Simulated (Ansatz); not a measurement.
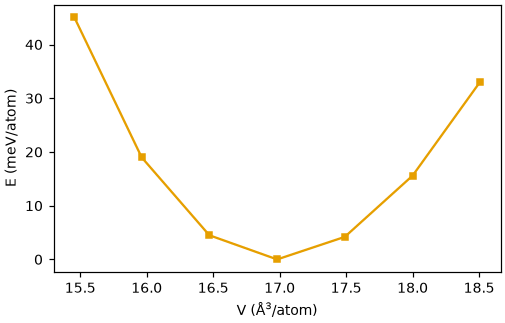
Figure: ScSi2 in space group P6/mmm (No. 191; Sc on 1a, Si on 2d) under volume change, PBE in the plane-wave PAW code Ansatz, shape and atoms relaxed at each volume.

Question: What does a third-order Birch–Murnaghan fit give for V₀, B₀ and B′?

Answer: V₀ = 16.98 Å³/atom, B₀ = 89.3 GPa, B′ = 4.3.

The workflow started from an entry of the Crystallography Open Database (COD). Its standing as an ambient phase is unchecked. The PBE relaxation kept the symmetry of its start; its stability against distortions is not shown here. No spin polarisation was allowed.

Potentials: the later of the program's two PAW sets.
